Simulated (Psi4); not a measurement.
# AlH (SMILES [AlH]) at AQCC/heavy-aug-cc-pVDZ

What is the energy change on altering one bond length of AlH at AQCC/heavy-aug-cc-pVDZ? 

The results are computed with Psi4 1.11.

1 further run of the same task is left out (set aside as unsound or not needed).

## 1. Starting point

The species is AlH (2 atoms), meant as a singlet with charge 0. As SMILES, `[AlH]`. The shape comes from GFN2-xTB, which is rough for such elements, and wasn't checked as a minimum.

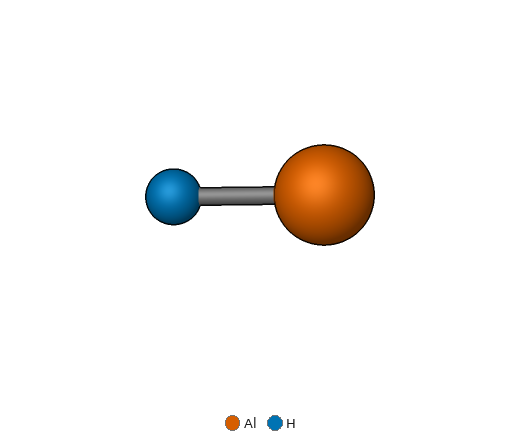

The structure, seen from a chosen angle (aluminium orange, hydrogen blue).

## 2. Vibrational wavenumbers at AQCC/heavy-aug-cc-pVDZ

The input, job.py:

```python
import psi4

psi4.set_memory(1600000000)
psi4.set_num_threads(1)
psi4.core.set_output_file('run.log', False)

geom = psi4.geometry("""
0 1
Al
H 1 1.61347
units angstrom
symmetry c1
""")

options = {'basis': 'heavy-aug-cc-pVDZ', 'scf_type': 'pk', 'rotational_symmetry_number': 1}
psi4.set_options(options)

energy_value = psi4.frequencies("aqcc", molecule=geom)
print(f'aqcc energy: {energy_value:.10f} Eh')
for k in ('ZPVE', 'ENTHALPY', 'GIBBS FREE ENERGY'):
    print(f'{k}: {psi4.variable(k):.8f} Eh')
for k, v in sorted(psi4.core.scalar_variables().items()):
    print(f'{k:45s} {v:18.10f}')
```

On the command line:

```console
$ python job.py
```

run.log:

```text
[...]
  Running in c1 symmetry.
[...]
  Nuclear repulsion =    4.263670064339592
[...]
  Multiplicity = 1
[...]
  Nalpha       = 7
  Nbeta        = 7
[...]
    Number of basis functions: 32
[...]
   @RHF iter   1:  -242.45139905894231   -5.42005e-01   1.51241e-03 DIIS/ADIIS
[...]
      * SCS-MP2 total energy:                 -242.519001895764
[...]
      * MP2 total energy:                     -242.511209356307
[...]
      * SCS-MP2 total energy:                 -242.518950643091
[...]
      * MP2 total energy:                     -242.511157502158
[...]
   @RHF iter  11:  -242.45395441175495    5.68434e-14   5.33640e-12 DIIS
[...]
    Orbital Energies [Eh]
    ---------------------
    Doubly Occupied:
       1A    -58.491476     2A     -4.902136     3A     -3.211652
       4A     -3.211652     5A     -3.209760     6A     -0.502938
       7A     -0.286908
[...]
  @RHF Final Energy:  -242.45395441175495
   => Energetics <=
    Nuclear Repulsion Energy =              4.2565824121515599
    One-Electron Energy =                -345.7880284669918751
    Two-Electron Energy =                  99.0774916430853949
    Total Energy =                       -242.4539544117549212
[...]
 Multipole Moments:
 ------------------------------------------------------------------------------------
     Multipole            Electronic (a.u.)      Nuclear  (a.u.)        Total (a.u.)
 ------------------------------------------------------------------------------------
 L = 1.  Multiply by 2.5417464519 to convert [e a0] to [Debye]
 Dipole X            :          0.0000000            0.0000000            0.0000000
 Dipole Y            :         -0.0023254            0.0025155            0.0001901
 Dipole Z            :         -1.4000398            1.5145105            0.1144707
 Magnitude           :                                                    0.1144709
[...]
      * SCS-MP2 total energy:                 -242.519050009782
[...]
      * MP2 total energy:                     -242.511258055989
[...]
  ==> Harmonic Vibrational Analysis <==
[...]
  Freq [cm^-1]                1826.5335
[...]
  IR activ [km/mol]            778.3377
[...]
  Total E_0, Enthalpy at 0 [K]                                                         -242.53107992 [Eh]
[...]
  Total H, Enthalpy at  298.15 [K]                                                     -242.52777404 [Eh]
[...]
  Total G, Gibbs energy at  298.15 [K]                                                 -242.54903255 [Eh]
[...]
```

Run time: 19 s. Hardware: 1 thread of AMD EPYC 7B13 (Zen 3), shared host; peak memory 0.33 GiB.

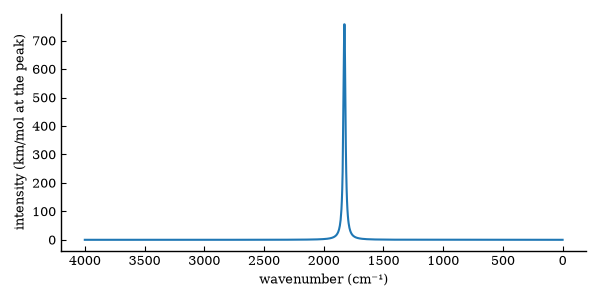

Harmonic infrared spectrum, unscaled, lines broadened by 10 cm⁻¹.

## 3. The distorted shape: the energy at AQCC/heavy-aug-cc-pVDZ

The input, job.json:

```json
{
 "schema_name": "qcschema_input",
 "schema_version": 1,
 "molecule": {
  "schema_name": "qcschema_molecule",
  "schema_version": 2,
  "symbols": ["Al", "H"],
  "geometry": [0.0, 0.0, -1.21968593, 0.0, 0.0, 3.04901641],
  "molecular_charge": 0,
  "molecular_multiplicity": 1,
  "fix_symmetry": "c1"
 },
 "driver": "energy",
 "model": {
  "method": "aqcc",
  "basis": "heavy-aug-cc-pVDZ"
 },
 "keywords": {
  "reference": "rhf",
  "scf_type": "pk"
 }
}
```

On the command line:

```console
$ psi4 --qcschema job.json -n 1 --memory 1600MB
```

stdout:

```text
[...]
  Running in c1 symmetry.
[...]
  Nuclear repulsion =    3.045421995856473
[...]
  Multiplicity = 1
[...]
  Nalpha       = 7
  Nbeta        = 7
[...]
    Number of basis functions: 32
[...]
   @RHF iter   1:  -242.41395589513411   -6.01909e-01   1.91676e-03 ADIIS/DIIS
[...]
   @RHF iter   8:  -242.41977862576587   -1.59162e-12   3.94645e-09 DIIS
[...]
    Orbital Energies [Eh]
    ---------------------
    Doubly Occupied:
       1A    -58.539567     2A     -4.943870     3A     -3.252452
       4A     -3.252452     5A     -3.250188     6A     -0.438518
       7A     -0.290413
[...]
  @RHF Final Energy:  -242.41977862576587
   => Energetics <=
    Nuclear Repulsion Energy =              3.0454219958564730
    One-Electron Energy =                -342.9954839319457278
    Two-Electron Energy =                  97.5302833103233695
    Total Energy =                       -242.4197786257658720
[...]
 Multipole Moments:
 ------------------------------------------------------------------------------------
     Multipole            Electronic (a.u.)      Nuclear  (a.u.)        Total (a.u.)
 ------------------------------------------------------------------------------------
 L = 1.  Multiply by 2.5417464519 to convert [e a0] to [Debye]
 Dipole X            :          0.0000000            0.0000000            0.0000000
 Dipole Y            :          0.0000000            0.0000000            0.0000000
 Dipole Z            :         -3.2195430            2.1168324           -1.1027107
 Magnitude           :                                                    1.1027107
[...]
      * SCS-MP2 total energy:                 -242.485408347566
[...]
      * MP2 total energy:                     -242.477396158776
[...]
```

The result, in JSON:

```text
{
 "driver": "energy",
 "model": {
  "method": "aqcc",
  "basis": "heavy-aug-cc-pVDZ"
 },
 "success": true,
 "return_result": -242.50445579754768,
 "properties": {
  "calcinfo_nbasis": 32,
  "calcinfo_nmo": 32,
  "calcinfo_nalpha": 7,
  "calcinfo_nbeta": 7,
  "calcinfo_natom": 2,
  "nuclear_repulsion_energy": 3.045421995856473,
  "return_energy": -242.50445579754768,
  "scf_one_electron_energy": -342.9954839319457,
  "scf_two_electron_energy": 97.53028331032337,
  "scf_dipole_moment": [6.838617493621134e-17, 6.781791324074378e-16, -1.1027106511160598],
  "scf_total_energy": -242.41977862576587,
  "scf_iterations": 8,
  "mp2_same_spin_correlation_energy": -0.004051520551795117,
  "mp2_opposite_spin_correlation_energy": -0.05356601245790943,
  "mp2_singles_energy": 0.0,
  "mp2_doubles_energy": -0.05761753300970455,
  "mp2_correlation_energy": -0.05761753300970455,
  "mp2_total_energy": -242.47739615877558
 }
}
```

It took 2.9 s on 1 thread of AMD EPYC 7B13 (Zen 3), shared host; peak memory 0.27 GiB.

## 4. Outcome

At AQCC/heavy-aug-cc-pVDZ:

| quantity | value |
| --- | --- |
| first shape: total energy | -242.53524 Eh |
| first shape: correlation energy | -81.3 mEh |
| first shape: harmonic wavenumber | 1827 cm⁻¹ |
| first shape: zero-point energy | 10.9 kJ/mol |
| first shape: ideal-gas entropy at 298.15 K (symmetry number 1 as used) | 44.7 cal/(mol K) |
| distorted shape: total energy | -242.50446 Eh |
| distorted shape: HOMO energy (Hartree–Fock orbitals) | -7.90 eV |
| distorted shape: LUMO energy (Hartree–Fock orbitals) | 0.14 eV |
| distorted shape: HOMO–LUMO gap (Hartree–Fock orbitals) | 8.05 eV |
| distorted shape: correlation energy | -84.7 mEh |
| energy change with the Al1–H2 bond stretched from 1.613 to 2.259 Å | 0.838 eV |

One bond (distorted shape) is far stretched, which a spin-restricted single reference describes badly; a broken-symmetry solution may lie lower. With the Al1–H2 bond stretched from 1.613 to 2.259 Å the energy rises by 0.84 eV (80.8 kJ/mol). The first shape isn't relaxed at this level, so the change isn't measured from a minimum. A restricted reference can't describe the breaking bond well at this length. The one mode (first shape) is real. The vibrations (first shape) are taken at a shape not relaxed at this level, so they aren't the harmonic values of a minimum.
